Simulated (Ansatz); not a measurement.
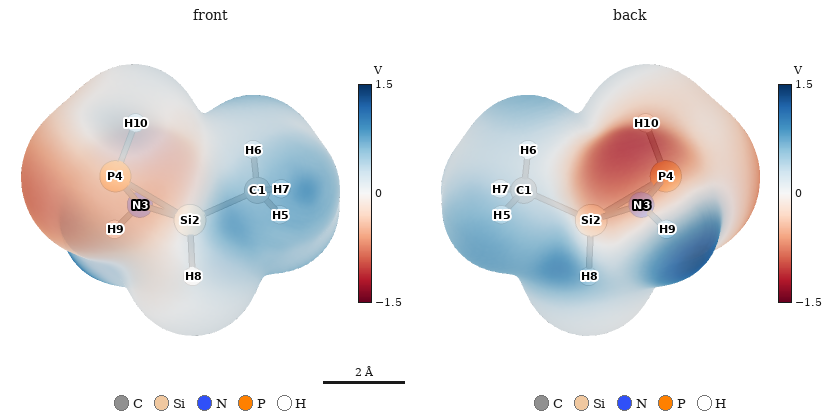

CH6NPSi (SMILES C[SiH]1NP1). The electrostatic potential painted on the density surface at 0.001 e/bohr³, seen from the front and from behind; the colour scale runs from red (negative) to blue (positive).

Geometry: PBE0-D4/def2-TZVP.

The calculation used RKS PBE0-D4/def2-TZVPP in Ansatz 0.2.0.

```xyz
10

C    -1.2343    0.4808   -0.7532
Si    0.1142   -0.6430   -0.1547
N     0.7601   -0.3110    1.4053
P     2.1651   -0.0679    0.3188
H    -2.2005    0.1659   -0.3496
H    -1.0378    1.5043   -0.4303
H    -1.2991    0.4611   -1.8436
H    -0.0962   -2.0617   -0.5375
H     0.8892   -0.9243    2.1940
H     2.0223    1.3444    0.1535
```

Which sites attract a positive test charge, and which a negative one?

A positive charge is drawn to the negative regions and a negative charge to the positive ones. The most negative region (about −1.1 V) lies over N3, the most positive (about +1.3 V) over H9. N3 is the likeliest acceptor of a hydrogen bond.
